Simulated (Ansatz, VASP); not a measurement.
## YAlBMo: VASP beside Ansatz

Wanted: the spread between two codes on one cell, functional and k mesh. The cell is invented: As first built, before any earlier steps moved the atoms: it takes the YB2Mo structure with some of its atoms replaced by other elements, volume scaled by an estimate. It may not be a known or stable phase. The cell comes out of earlier VASP steps on this material, which relaxed, scaled or displaced it; both programs get it as it stands.

Main program and level: Ansatz 0.2.0; plane waves, with VASP 6.6.1 beside it; relaxation of cell and atoms at r2SCAN.

**1. The structure**

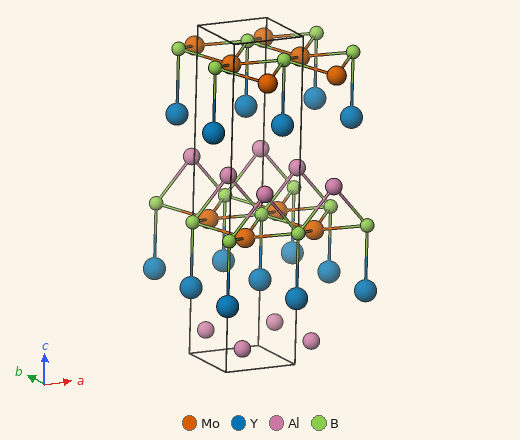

Start, viewed from a free direction; molybdenum orange, yttrium blue, aluminium pink, boron green. 2×2×1 cells are drawn. This picture shows the conventional cell, with its axes. Bonds to atoms that aren't drawn are left out. Some periodic images of atoms are drawn too.

As a file:

```xyz
4
Lattice="3.1396 0.0000 0.0000 0.0000 1.5740 6.8385 0.0000 -1.5740 6.8385" Properties=species:S:1:pos:R:3 pbc="T T T"
Mo    1.5698    0.0000   11.8826
Y     0.0000    0.0000    2.7448
Al    1.5698    0.0000    7.2572
B     0.0000    0.0000    5.4693
```

**2. VASP: relaxation of cell and atoms, r2SCAN**

The relaxed volume is the usual yardstick between codes: its relative difference is about their pressure difference at one cell divided by the bulk modulus.

Lines of VASP's logs that name or quote its potential files are left out, and so is its time.

Input file INCAR:

```
SYSTEM = YAlBMo
PREC = Accurate
ENCUT = 520
EDIFF = 1E-06
NELM = 100
ISMEAR = -1
SIGMA = 0.05
LREAL = .FALSE.
ALGO = Normal
METAGGA = R2SCAN
LASPH = .TRUE.
NBANDS = 21
LORBIT = 11
LWAVE = .FALSE.
LCHARG = .FALSE.
KPAR = 2
IBRION = 2
NSW = 60
ISIF = 3
EDIFFG = -0.01
```

Input file POSCAR:

```
YAlBMo
1.0
    3.1396492491      0.0000000000      0.0000000000
    0.0000000000      1.5740369070      6.8384899503
    0.0000000000     -1.5740369070      6.8384899503
Mo Y Al B
1 1 1 1
Direct
    0.5000000000      0.8688044232      0.8688044232
    0.0000000000      0.2006907574      0.2006907574
    0.5000000000      0.5306142170      0.5306142170
    0.0000000000      0.3998906025      0.3998906025
```

Input file KPOINTS:

```
Automatic mesh
0
Gamma
7 7 7
0 0 0
```

PAW data sets: Mo_sv, Y_sv, Al and B (PBE family, release 64).

Launch:

```sh
$ mpirun -np 2 vasp_std
```

Numbers of over 12 decimals in the logs are rounded to 6 here.

Log:

```text
[banner, memory and clock lines left out]
running    2 mpi-ranks, on    1 nodes
 distrk:  each k-point on    1 cores,    2 groups
 distr:  one band on    1 cores,    1 groups

 POSCAR found type information on POSCAR MoY AlB
 POSCAR found :  4 types and       4 ions
|                                                                             |
|               ----> ADVICE to this user running VASP <----                  |
|                                                                             |
|     You enforced a specific xc type in the INCAR file but a different       |
|     [... a line on the potential file left out ...]
|     I HOPE YOU KNOW WHAT YOU ARE DOING!                                     |
|                                                                             |

 LDA part: xc-table for (None), standard interpolation
 POSCAR, INCAR and KPOINTS ok, starting setup
 FFT: planning ... GRIDC
 FFT: planning ... GRID_SOFT
 FFT: planning ... GRID
 WAVECAR not read
 entering main loop
       N       E                     dE             d eps       ncg     rms          rms(c)
DAV:   1     0.180726350919E+03    0.18073E+03   -0.17150E+04  2712   0.144E+03
DAV:   2    -0.608315929710E+02   -0.24156E+03   -0.23331E+03  3066   0.382E+02
DAV:   3    -0.729290235354E+02   -0.12097E+02   -0.11640E+02  4947   0.645E+01
DAV:   4    -0.732428214109E+02   -0.31380E+00   -0.31194E+00  3289   0.879E+00
DAV:   5    -0.732520539246E+02   -0.92325E-02   -0.92298E-02  3669   0.130E+00    0.393E+01
DAV:   6    -0.611746480974E+02    0.12077E+02   -0.16230E+01  3085   0.275E+01    0.180E+01
DAV:   7    -0.614472346471E+02   -0.27259E+00   -0.44554E+00  3383   0.116E+01    0.183E+01
DAV:   8    -0.609969233744E+02    0.45031E+00   -0.21527E+00  3194   0.700E+00    0.801E+00
DAV:   9    -0.610248836898E+02   -0.27960E-01   -0.19651E-01  3861   0.302E+00    0.106E+00
DAV:  10    -0.610220074571E+02    0.28762E-02   -0.21233E-02  3326   0.883E-01    0.482E-01
DAV:  11    -0.610220880850E+02   -0.80628E-04   -0.36453E-03  3213   0.437E-01    0.882E-02
DAV:  12    -0.610220953679E+02   -0.72829E-05   -0.29160E-04  3248   0.122E-01    0.588E-02
DAV:  13    -0.610221107893E+02   -0.15421E-04   -0.45267E-05  3144   0.566E-02    0.122E-02
DAV:  14    -0.610221126754E+02   -0.18861E-05   -0.29972E-06  2777   0.134E-02    0.465E-03
DAV:  15    -0.610221131932E+02   -0.51780E-06   -0.83761E-07  1784   0.834E-03
   1 F= -.61022113E+02 E0= -.61012979E+02  d E =-.610221E+02
[...]
2 F= -.61031485E+02 E0= -.61022324E+02  d E =-.937208E-02
[...]
3 F= -.61031703E+02 E0= -.61022511E+02  d E =-.958950E-02
[...]
4 F= -.61032466E+02 E0= -.61023024E+02  d E =-.763048E-03
[...]
5 F= -.61033027E+02 E0= -.61023700E+02  d E =-.132460E-02
[...]
6 F= -.61033191E+02 E0= -.61023799E+02  d E =-.163294E-03
[...]
7 F= -.61033220E+02 E0= -.61023774E+02  d E =-.192653E-03
 curvature:  -0.94 expect dE=-0.930E-04 dE for cont linesearch -0.427E-06
 trial: gam= 0.45008 g(F)=  0.347E-04 g(S)=  0.640E-04 ort =-0.111E-04 (trialstep = 0.111E+01)
 search vector abs. value=  0.144E-03
 bond charge predicted
       N       E                     dE             d eps       ncg     rms          rms(c)
DAV:   1    -0.610332888303E+02   -0.69644E-04   -0.12614E-02  2688   0.102E+00    0.600E-02
DAV:   2    -0.610332979746E+02   -0.91442E-05   -0.46624E-04  3233   0.169E-01    0.257E-02
DAV:   3    -0.610332915659E+02    0.64086E-05   -0.42031E-05  3312   0.436E-02    0.184E-02
DAV:   4    -0.610332892216E+02    0.23443E-05   -0.10389E-05  2898   0.197E-02    0.694E-03
DAV:   5    -0.610332884920E+02    0.72963E-06   -0.19386E-06  2035   0.112E-02
   8 F= -.61033288E+02 E0= -.61023805E+02  d E =-.685436E-04
 trial-energy change:   -0.000069  1 .order   -0.000070   -0.000104   -0.000037
 step:   1.7249(harm=  1.7249)  dis= 0.00245  next Energy=   -61.033301 (dE=-0.808E-04)
 reached required accuracy - stopping structural energy minimisation
```

OUTCAR, selected parts (step 2):

```text
ion  position               nearest neighbor table
   1  0.500  0.869  0.869-   4 2.26   4 2.26   4 2.26   4 2.26   3 2.72   3 2.72   2 3.20   2 3.20
                             2 3.20   2 3.20
   2  0.000  0.201  0.201-   4 2.72   1 3.20   1 3.20   1 3.20   1 3.20   3 3.22   3 3.22   3 3.22
                             3 3.22
   3  0.500  0.531  0.531-   4 2.38   4 2.38   1 2.72   1 2.72   2 3.22   2 3.22   2 3.22   2 3.22

  LATTYP: Found a base centered orthorhombic cell.
 ALAT       =     3.1480738140
 B/A-ratio  =     4.3445550227
 C/A-ratio  =     0.9973238985

 Subroutine GETGRP returns: Found  4 space group operations
 (whereof  4 operations were pure point group operations)

The static configuration has the point symmetry C_2v.

 Found     64 irreducible k-points:

   k-points           NKPTS =     64   k-points in BZ     NKDIM =     64   number of bands    NBANDS=     21

   dimension x,y,z NGX =    24 NGY =   54 NGZ =   54
   dimension x,y,z NGXF=    48 NGYF=  108 NGZF=  108

   ENCUT  =  520.0 eV  38.22 Ry    6.18 a.u.   5.84 13.05 13.05*2*pi/ulx,y,z

   NELECT =      31.0000    total number of electrons

 k-points in reciprocal lattice and weights: Automatic mesh
   0.00000000  0.00000000  0.00000000       0.003
   0.14285714  0.00000000  0.00000000       0.006
   0.28571429  0.00000000  0.00000000       0.006
   0.42857143  0.00000000  0.00000000       0.006
   0.00000000  0.14285714  0.00000000       0.012
   0.14285714  0.14285714  0.00000000       0.023
   0.28571429  0.14285714  0.00000000       0.023
   0.42857143  0.14285714  0.00000000       0.023
   0.00000000  0.28571429  0.00000000       0.012
[...]
0.28571429 -0.42857143  0.42857143       0.012
   0.42857143 -0.42857143  0.42857143       0.012

 average (electrostatic) potential at core
       1 -79.6433       2 -37.6710       3 -76.1057       4 -26.4327

 E-fermi :   6.8688

 k-point     1 :       0.0000    0.0000    0.0000
  band No.  band energies     occupation
    ...
     12       4.1222      2.00000
     13       5.5194      2.00000
     14       6.4463      1.99957
     15       6.7411      1.85555
     16       6.9013      0.68564
     17       7.5268      0.00000
     18       7.8932      0.00000
     19       9.2829      0.00000
     20       9.3332      0.00000
     21      11.7690      0.00000

 k-point     2 :       0.1429    0.0000    0.0000
  band No.  band energies     occupation
    ...
     11       3.0204      2.00000
     12       3.9173      2.00000
     13       5.5765      2.00000
     14       5.9342      2.00000
     15       6.3609      1.99992
     16       7.1055      0.01742
     17       7.1150      0.01444
     18       7.8438      0.00000
     19       9.0545      0.00000
     20      10.2332      0.00000
    ...

 k-point     3 :       0.2857    0.0000    0.0000
  band No.  band energies     occupation
    ...
     11       2.7180      2.00000
     12       3.4615      2.00000
     13       4.6686      2.00000
     14       5.6051      2.00000
     15       6.3372      1.99995
     16       7.1128      0.01507
     17       7.1517      0.00695
     18       7.6859      0.00000
     19       9.0558      0.00000
     20      10.0983      0.00000
    ...

  Total        0.0274366      0.0113941     -0.0296531      0.0000000      0.0000000      0.0000000
  in kB        0.6498680      0.2698834     -0.7023675      0.0000000      0.0000000      0.0000000
  external PRESSURE =       0.0724613 kB  Pullay stress =       0.0000000 kB

  energy-cutoff  :      520.00
  volume of cell :       67.64
      direct lattice vectors                 reciprocal lattice vectors
     3.126110721  0.000000000  0.000000000     0.319886303  0.000000000  0.000000000
     0.000000000  1.581783803  6.839658471     0.000000000  0.316098824  0.073103065
     0.000000000 -1.581783803  6.839658471     0.000000000 -0.316098824  0.073103065

 POSITION                                       TOTAL-FORCE (eV/Angst)
 -----------------------------------------------------------------------------------
      1.56306      0.00000     11.91803         0.000000      0.000000      0.000347
      0.00000      0.00000      2.73841         0.000000      0.000000      0.001966
      1.56306      0.00000      7.24403         0.000000      0.000000      0.003928
      0.00000      0.00000      5.45817         0.000000      0.000000     -0.006241
 -----------------------------------------------------------------------------------
    total drift:                                0.000000      0.000000      0.000607

  FREE ENERGIE OF THE ION-ELECTRON SYSTEM (eV)
  ---------------------------------------------------
  free  energy   TOTEN  =       -61.0332884920 eV

  energy  without entropy=      -61.0143212023  energy(sigma->0) =      -61.02380485

 reached required accuracy - stopping structural energy minimisation

 total charge
# of ion       s       p       d       f       tot
--------------------------------------------------
    1        2.317   6.205   3.936   0.000  12.458
    2        2.240   6.401   1.061   0.032   9.734
    3        0.418   0.391   0.000   0.000   0.809
    4        0.741   1.090   0.000   0.000   1.831
--------------------------------------------------
tot          5.716  14.088   4.996   0.032  24.832

[... 3 further parts left out ...]
```

CONTCAR:

```
YAlBMo
   1.00000000000000
     3.1261107208996419    0.0000000000000000    0.0000000000000000
     0.0000000000000000    1.5817838029974765    6.8396584706580787
     0.0000000000000000   -1.5817838029974765    6.8396584706580787
  Mo              Y               Al              B
     1     1     1     1
Direct
     0.5000000000000000    0.8712442997607962    0.8712442997607962
     0.0000000000000000    0.2001863614192632    0.2001863614192632
     0.5000000000000000    0.5295607387556130    0.5295607387556130
     0.0000000000000000    0.3990086001643222    0.3990086001643222
```

(Part 1 of 2 ends here.)

[Lines on the potential files, build, host, timing and source positions are cut from VASP's logs without a mark.]

[Logs are printed without paths, hosts, clocks, repeated set-up lines and the standing remarks that a program may print on its own settings, such as how far it seeks lower states.]

[Hosts, paths, dates, database ids (printed as entryN), source tags and the programs' standing remarks are cut or masked in the printed files.]
